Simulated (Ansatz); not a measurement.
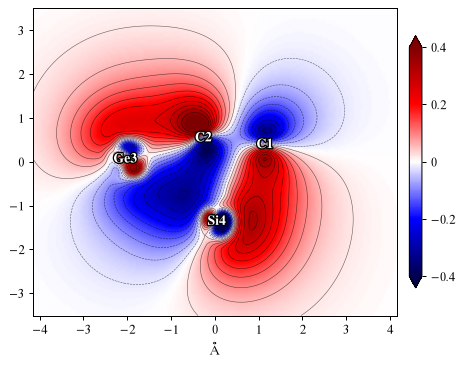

Figure. C$_{2}$H$_{2}$GeSi. The HOMO on the plane of atoms C1, Si4 and C2 (values in Å⁻³ᐟ²; the overall sign is arbitrary).

Geometry: B3LYP/6-31G*.

Theory: isolated molecule in a Gaussian basis; Kohn-Sham density functional theory, functional PBE0 (Ansatz 0.2.0).

```yaml
atoms:
  - { symbol: C, position_ang: [-0.3264, -1.3230, -1.2121] }
  - { symbol: C, position_ang: [0.7920, -2.1815, -1.2617] }
  - { symbol: Ge, position_ang: [2.0610, -3.3310, -0.6664] }
  - { symbol: Si, position_ang: [0.1895, -2.2067, 0.5753] }
  - { symbol: H, position_ang: [-1.2832, -1.6485, -1.6273] }
  - { symbol: H, position_ang: [-0.1855, -0.2402, -1.2479] }
```

**Describe this orbital and give its energy.**

It lies mainly on Si4 (about 40 %), Ge3 (about 30 %), C2 (about 20 %) and C1 (about 10 %). Its energy is −6.73 eV.
